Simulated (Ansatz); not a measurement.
**Geometry relaxation, with input and output: Si$_{2}$NH$_{9}$O$_{2}$ (part 1 of 2)**

- system: Si$_{2}$NH$_{9}$O$_{2}$
- method: UKS PBE/def2-SVP (Ansatz 0.2.0)

It belongs to a series of runs on one base structure; here: end point B relaxed. Figures and captions count atoms from 1; the log counts them from 0 in places.

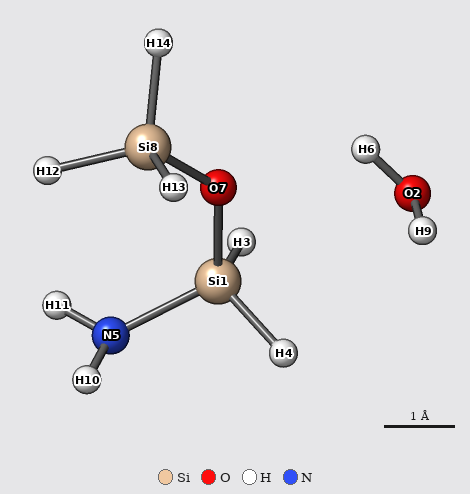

*The input geometry (ball-and-stick view, seen at a tilt; atoms are numbered from 1 in the order of the input).*

## Summary

| quantity | value |
| --- | --- |
| outcome | converged |
| total energy | −21464.3846 eV |
| mean-field energy | −21464.3846 eV |
| largest force (length of the vector) at the end | 0.028 eV/Å |
| hardware | 4 threads of Arm Neoverse N1, 16 GiB of memory available, shared host |
| wall time | 83 s (CPU time 5.2 min) |
| peak memory | 0.2 GiB |

## Input file
```yaml
crystal:
  periodic: [false, false, false]
  atoms:
    - { symbol: Si, position_ang: [-1.055375, -0.138016, -0.446837] }
    - { symbol: O, position_ang: [-0.808238, -2.497005, 1.501473] }
    - { symbol: H, position_ang: [-1.304751, -1.388059, -1.219719] }
    - { symbol: H, position_ang: [-1.967044, 0.117728, 0.711125] }
    - { symbol: "N", position_ang: [-1.275412, 1.192949, -1.531425] }
    - { symbol: H, position_ang: [0.073774, -2.244312, 1.17257] }
    - { symbol: O, position_ang: [0.566432, -0.266546, 0.18121] }
    - { symbol: Si, position_ang: [1.918796, 0.716792, 0.248532] }
    - { symbol: H, position_ang: [-0.930515, -1.859708, 2.229717] }
    - { symbol: H, position_ang: [-1.363254, 2.152092, -1.189566] }
    - { symbol: H, position_ang: [-0.899087, 1.174583, -2.481619] }
    - { symbol: H, position_ang: [1.97019, 1.666857, -0.919908] }
    - { symbol: H, position_ang: [1.931989, 1.529034, 1.51869] }
    - { symbol: H, position_ang: [3.142697, -0.15639, 0.225656] }
magnetization:
  spin_polarized: true
basis:
  gaussian: { orbitals: def2-SVP }
hamiltonian:
  xc: pbe
relax:
  f_tol: 0.03
  max_steps: 50
output:
  orbitals: {}
```

Launch command:
```bash
ansatz run input.yaml --threads 4 --pin off --max-ram 5120MiB --backend cpu --events-out ev --progress --plain --runs-dir out
```

## What the program printed
```
The last accepted step is kept in [file] (removed where the run ends without a failure and the disk answers)
Engine: ansatz 0.2.0, aarch64-unknown-linux-gnu
Functional definition: PBE
  parameter kappa = 0.804
  parameter beta = 0.06672455060314922
  exchange = pbe_x(kappa = kappa, mu = beta*pi^2/3)
  correlation = pbe_c(beta = beta)
1372 factors; their error is unknown
mean field evaluation 1: about -21449.1349 eV, gradient 6.4e1 eV
mean field evaluation 2: about -21389.9027 eV, gradient 1.3e2 eV
mean field evaluation 4: about -21463.7537 eV, gradient 1.3e1 eV
mean field evaluation 8: about -21464.4140 eV, gradient 2.3e-1 eV
mean field evaluation 16: about -21464.3276 eV, gradient 7.1e-5 eV
mean field -21464.32757931 eV, -788.7994894958 hartree, gradient 2.2e-5 eV, S^2 0.000000; 0 other end points of the search recorded, 0 dependent functions left out
the calculation of the forces begins
reference -21464.32762341 eV, -788.7994911164 hartree; 30, 30 occupied and 93, 93 virtual orbitals, 1372 factors
relax step   1: F+E_penalty+E_count = -21464.32757931 eV  Δ(F+E_penalty+E_count) = +0.000e0 eV  max|allowed force component| = 7.393e-1 eV/Å  Δτ_max = 0.0000 Å  (30 SCF iters, accepted)
these checks for a lower state are left out or cut short: starts, cluster_reference, orbital_swaps, neighbouring_geometries, increment
1372 factors; their error is unknown
mean field -21464.35015730 eV, -788.8003192218 hartree, gradient 1.2e-5 eV, S^2 0.000000; 0 other end points of the search recorded, 0 dependent functions left out
[... from here on the field's lines of each further geometry are left out, up to the last ...]
relax step   2: F+E_penalty+E_count = -21464.35015730 eV  Δ(F+E_penalty+E_count) = -2.258e-2 eV  max|allowed force component| = 4.160e-1 eV/Å  Δτ_max = 0.1949 Å  (31 SCF iters, accepted)
relax step   3: F+E_penalty+E_count = -21464.34625140 eV  Δ(F+E_penalty+E_count) = +3.906e-3 eV  max|allowed force component| = 6.296e-1 eV/Å  Δτ_max = 0.1565 Å  (30 SCF iters, rejected (line search))
relax step   4: F+E_penalty+E_count = -21464.35992426 eV  Δ(F+E_penalty+E_count) = -9.767e-3 eV  max|allowed force component| = 9.158e-2 eV/Å  Δτ_max = 0.0782 Å  (29 SCF iters, accepted)
relax step   5: F+E_penalty+E_count = -21464.36175310 eV  Δ(F+E_penalty+E_count) = -1.829e-3 eV  max|allowed force component| = 6.785e-2 eV/Å  Δτ_max = 0.0593 Å  (30 SCF iters, accepted)
relax step   6: F+E_penalty+E_count = -21464.36340155 eV  Δ(F+E_penalty+E_count) = -1.648e-3 eV  max|allowed force component| = 2.499e-2 eV/Å  Δτ_max = 0.0644 Å  (29 SCF iters, accepted)
relax step   7: F+E_penalty+E_count = -21464.36348443 eV  Δ(F+E_penalty+E_count) = -8.288e-5 eV  max|allowed force component| = 1.485e-1 eV/Å  Δτ_max = 0.1551 Å  (29 SCF iters, accepted)
relax step   8: F+E_penalty+E_count = -21464.36560113 eV  Δ(F+E_penalty+E_count) = -2.117e-3 eV  max|allowed force component| = 6.102e-2 eV/Å  Δτ_max = 0.0241 Å  (31 SCF iters, accepted)
relax step   9: F+E_penalty+E_count = -21464.36738234 eV  Δ(F+E_penalty+E_count) = -1.781e-3 eV  max|allowed force component| = 6.108e-2 eV/Å  Δτ_max = 0.1277 Å  (30 SCF iters, accepted)
relax step  10: F+E_penalty+E_count = -21464.37001409 eV  Δ(F+E_penalty+E_count) = -2.632e-3 eV  max|allowed force component| = 1.458e-1 eV/Å  Δτ_max = 0.1954 Å  (29 SCF iters, accepted)
relax step  11: F+E_penalty+E_count = -21464.37335319 eV  Δ(F+E_penalty+E_count) = -3.339e-3 eV  max|allowed force component| = 8.269e-2 eV/Å  Δτ_max = 0.0417 Å  (30 SCF iters, accepted)
relax step  12: F+E_penalty+E_count = -21464.37439848 eV  Δ(F+E_penalty+E_count) = -1.045e-3 eV  max|allowed force component| = 1.617e-1 eV/Å  Δτ_max = 0.1128 Å  (30 SCF iters, accepted)
relax step  13: F+E_penalty+E_count = -21464.37843888 eV  Δ(F+E_penalty+E_count) = -4.040e-3 eV  max|allowed force component| = 1.168e-1 eV/Å  Δτ_max = 0.0700 Å  (30 SCF iters, accepted)
relax step  14: F+E_penalty+E_count = -21464.37647827 eV  Δ(F+E_penalty+E_count) = +1.961e-3 eV  max|allowed force component| = 2.438e-1 eV/Å  Δτ_max = 0.0745 Å  (30 SCF iters, rejected (line search))
relax step  15: F+E_penalty+E_count = -21464.37999854 eV  Δ(F+E_penalty+E_count) = -1.560e-3 eV  max|allowed force component| = 2.854e-2 eV/Å  Δτ_max = 0.0364 Å  (31 SCF iters, accepted)
relax step  16: F+E_penalty+E_count = -21464.38182752 eV  Δ(F+E_penalty+E_count) = -1.829e-3 eV  max|allowed force component| = 5.651e-2 eV/Å  Δτ_max = 0.0976 Å  (30 SCF iters, accepted)
relax step  17: F+E_penalty+E_count = -21464.38225103 eV  Δ(F+E_penalty+E_count) = -4.235e-4 eV  max|allowed force component| = 1.035e-1 eV/Å  Δτ_max = 0.1062 Å  (29 SCF iters, accepted)
relax step  18: F+E_penalty+E_count = -21464.38329540 eV  Δ(F+E_penalty+E_count) = -1.044e-3 eV  max|allowed force component| = 5.239e-2 eV/Å  Δτ_max = 0.0269 Å  (31 SCF iters, accepted)
relax step  19: F+E_penalty+E_count = -21464.38384208 eV  Δ(F+E_penalty+E_count) = -5.467e-4 eV  max|allowed force component| = 4.657e-2 eV/Å  Δτ_max = 0.0116 Å  (31 SCF iters, accepted)
relax step  20: F+E_penalty+E_count = -21464.38422201 eV  Δ(F+E_penalty+E_count) = -3.799e-4 eV  max|allowed force component| = 4.034e-2 eV/Å  Δτ_max = 0.0366 Å  (30 SCF iters, accepted)
the calculation of the forces begins
reference -21464.38455209 eV, -788.8015832070 hartree; 30, 30 occupied and 93, 93 virtual orbitals, 1372 factors
relax step  21: F+E_penalty+E_count = -21464.38450864 eV  Δ(F+E_penalty+E_count) = -2.866e-4 eV  max|allowed force component| = 2.703e-2 eV/Å  Δτ_max = 0.0742 Å  (30 SCF iters, accepted)
1372 factors; their error is unknown
mean field evaluation 160: about -21464.3845 eV, gradient 1.4e-5 eV
```

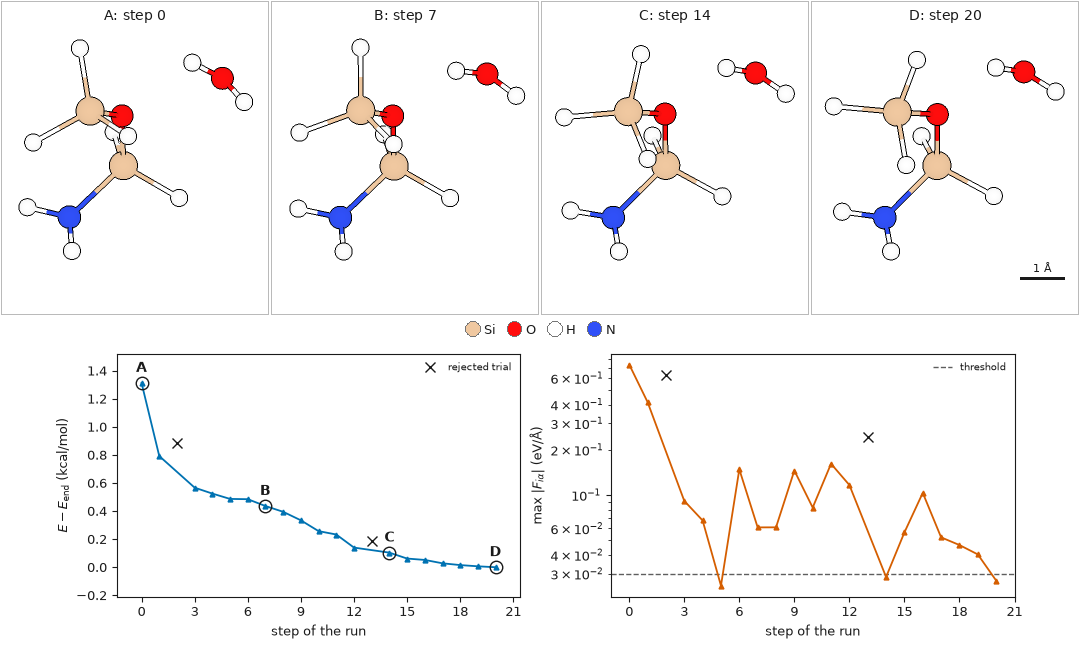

*Frames of the relaxation (ball-and-stick view, seen at a tilt) above the curves, on which the letters mark them (the first geometry is step 0 here and step 1 in the log).*

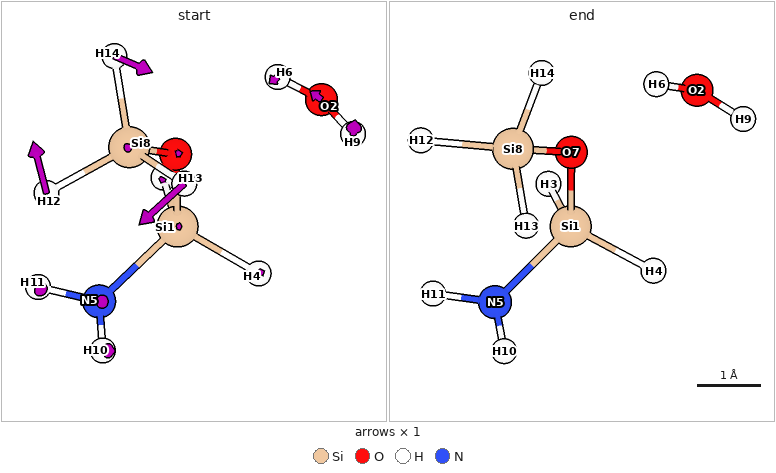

*Before (left) and after (right) the relaxation, at one scale (ball-and-stick view, seen at a tilt). The pink arrows give the displacements, at true length.*

The atom that moves furthest after the best rigid fit is H13 (1.05 Å). By element the largest moves are H 1.05 Å, N 0.28 Å, O 0.26 Å, Si 0.13 Å. Distances before and after: Si1–O7 1.744 → 1.715 Å, O7–Si8 1.673 → 1.685 Å, O2–H6 0.975 → 0.982 Å. Among the angles that change: Si1–O7–Si8 136.3° → 128.6°, N5–Si1–O7 113.6° → 111.0°. After 20 geometry steps the energy has fallen by 1.31 kcal/mol. The largest force component goes from 0.74 to 0.027 eV/Å. The line search rejected the trial steps at points 2, 13 (counted from 0) and went back. (Atoms are counted from 1 in the order of the input.)

```
mean field -21464.38450864 eV, -788.8015816102 hartree, gradient 1.4e-5 eV, S^2 0.000000; 1 other end points of the search recorded, 0 dependent functions left out
the calculation of the forces begins
reference -21464.38455209 eV, -788.8015832070 hartree; 30, 30 occupied and 93, 93 virtual orbitals, 1372 factors
Total energy: -21464.38455209 eV, -788.8015832070 hartree
Atom 0 at    -1.053733    -0.136690    -0.350399 Å, force     0.025657     0.003139    -0.007264 eV/Å
Atom 1 at    -0.677413    -2.603582     1.285081 Å, force    -0.007710     0.009386     0.023010 eV/Å
Atom 2 at    -1.338714    -1.283598    -1.260411 Å, force    -0.000143    -0.000002    -0.000643 eV/Å
Atom 3 at    -1.989842     0.035190     0.804125 Å, force     0.001648    -0.006071     0.001749 eV/Å
Atom 4 at    -1.170032     1.315563    -1.292359 Å, force    -0.007416    -0.000461     0.004495 eV/Å
Atom 5 at     0.118759    -2.071681     1.065925 Å, force    -0.000158     0.000655    -0.002225 eV/Å
Atom 6 at     0.529561    -0.335649     0.278611 Å, force    -0.011496     0.019198     0.001611 eV/Å
Atom 7 at     1.855243     0.695186     0.135791 Å, force    -0.001707     0.000594    -0.001364 eV/Å
Atom 8 at    -0.948509    -2.210213     2.136116 Å, force     0.005382    -0.011006    -0.019564 eV/Å
Atom 9 at    -1.298289     2.237885    -0.873871 Å, force     0.002986     0.003029    -0.001705 eV/Å
Atom 10 at    -0.850621     1.376265    -2.260226 Å, force    -0.001096    -0.003661    -0.000187 eV/Å
Atom 11 at     2.295800     0.848039    -1.297487 Å, force    -0.006977    -0.000365     0.027026 eV/Å
Atom 12 at     1.560066     2.062090     0.700296 Å, force     0.008335    -0.024038    -0.011972 eV/Å
Atom 13 at     2.967926     0.071194     0.928706 Å, force    -0.007305     0.009601    -0.012967 eV/Å
Dipole moment:     0.068535     0.597394    -0.041932 e Å
```

## Trajectory as extended XYZ (Å, eV, eV/Å), 16 of the 21 frames kept, from step=1 to step=21
```
14
Properties=species:S:1:pos:R:3:forces:R:3 step=1 energy=-21464.32758
Si   -1.0554   -0.1380   -0.4468    0.7163  -0.0747   0.2891
O    -0.8082   -2.4970    1.5015   -0.1291  -0.0309   0.0364
H    -1.3048   -1.3881   -1.2197   -0.0038  -0.0068   0.0012
H    -1.9670    0.1177    0.7111   -0.0026   0.0066   0.0067
N    -1.2754    1.1929   -1.5314    0.0084   0.0139  -0.0061
H     0.0738   -2.2443    1.1726    0.1531   0.1237  -0.0954
O     0.5664   -0.2665    0.1812   -0.7393  -0.0410  -0.2327
Si    1.9188    0.7168    0.2485    0.0091  -0.0063   0.0064
H    -0.9305   -1.8597    2.2297    0.0013  -0.0008   0.0052
H    -1.3633    2.1521   -1.1896   -0.0030   0.0006  -0.0001
H    -0.8991    1.1746   -2.4816    0.0038  -0.0012   0.0021
H     1.9702    1.6669   -0.9199    0.0052   0.0109  -0.0128
H     1.9320    1.5290    1.5187   -0.0053  -0.0001  -0.0039
H     3.1427   -0.1564    0.2257   -0.0140   0.0060   0.0039
14
Properties=species:S:1:pos:R:3:forces:R:3 step=2 energy=-21464.35016
Si   -1.0578   -0.1546   -0.4338    0.3108  -0.0474   0.1420
O    -0.7567   -2.4553    1.4649    0.2951   0.1859  -0.0901
H    -1.3110   -1.4041   -1.2067   -0.0108   0.0068  -0.0096
H    -1.9702    0.1080    0.7223   -0.0096   0.0214  -0.0101
N    -1.2662    1.1776   -1.5200    0.0220   0.0150   0.0020
H     0.0726   -2.0673    1.0911   -0.3094  -0.0952   0.2045
O     0.5484   -0.2908    0.1932   -0.4160  -0.0536  -0.1468
Si    1.9026    0.6909    0.2579    0.1240   0.0826   0.0120
H    -0.9209   -1.8659    2.2282    0.0566  -0.0739  -0.1021
H    -1.3541    2.1372   -1.1793   -0.0049  -0.0019  -0.0014
H    -0.8854    1.1577   -2.4684   -0.0008  -0.0011   0.0017
H     1.9573    1.6408   -0.9119   -0.0159  -0.0193  -0.0002
H     1.9156    1.5075    1.5252   -0.0180  -0.0120  -0.0056
H     3.1259   -0.1819    0.2371   -0.0231  -0.0074   0.0036
14
Properties=species:S:1:pos:R:3:forces:R:3 step=4 energy=-21464.35992
Si   -1.0603   -0.1600   -0.4409    0.0720   0.0916   0.0244
O    -0.7052   -2.4565    1.4656    0.0629   0.0618   0.0005
H    -1.3366   -1.3985   -1.2220    0.0052  -0.0185  -0.0011
H    -1.9756    0.1162    0.7103   -0.0066  -0.0120   0.0089
N    -1.2507    1.1857   -1.5165    0.0057  -0.0324  -0.0142
H     0.0919   -1.9974    1.1207   -0.0201  -0.0317   0.0045
O     0.5352   -0.3024    0.1763   -0.0904  -0.0364  -0.0248
Si    1.8932    0.6817    0.2542   -0.0123  -0.0063   0.0099
H    -0.9177   -1.9021    2.2403   -0.0240  -0.0333   0.0024
H    -1.3477    2.1422   -1.1710   -0.0008   0.0051   0.0059
H    -0.8698    1.1719   -2.4649   -0.0040   0.0053   0.0023
H     1.9491    1.6198   -0.9214    0.0117   0.0143  -0.0137
H     1.8857    1.4990    1.5206   -0.0032  -0.0053  -0.0122
H     3.1087   -0.1995    0.2484    0.0037  -0.0021   0.0071
14
Properties=species:S:1:pos:R:3:forces:R:3 step=5 energy=-21464.36175
Si   -1.0677   -0.1397   -0.4447    0.0145  -0.0374  -0.0053
O    -0.6540   -2.4851    1.4746   -0.0402  -0.0678  -0.0361
H    -1.3443   -1.3823   -1.2201   -0.0039  -0.0058  -0.0176
H    -1.9888    0.1173    0.7065   -0.0006   0.0200   0.0108
N    -1.2544    1.2033   -1.5227    0.0063  -0.0080   0.0179
H     0.1108   -1.9716    1.1389    0.0113   0.0410   0.0229
O     0.5192   -0.2963    0.1807    0.0225   0.0415  -0.0253
Si    1.8888    0.6755    0.2505   -0.0182  -0.0172   0.0218
H    -0.9282   -1.9592    2.2480    0.0256   0.0277   0.0156
H    -1.3444    2.1605   -1.1771   -0.0038   0.0110  -0.0028
H    -0.8792    1.1862   -2.4732   -0.0005  -0.0020   0.0074
H     1.9768    1.5875   -0.9445   -0.0027  -0.0079  -0.0103
H     1.8705    1.5221    1.4960   -0.0016   0.0092   0.0023
H     3.0950   -0.2181    0.2871   -0.0087  -0.0043  -0.0012
```
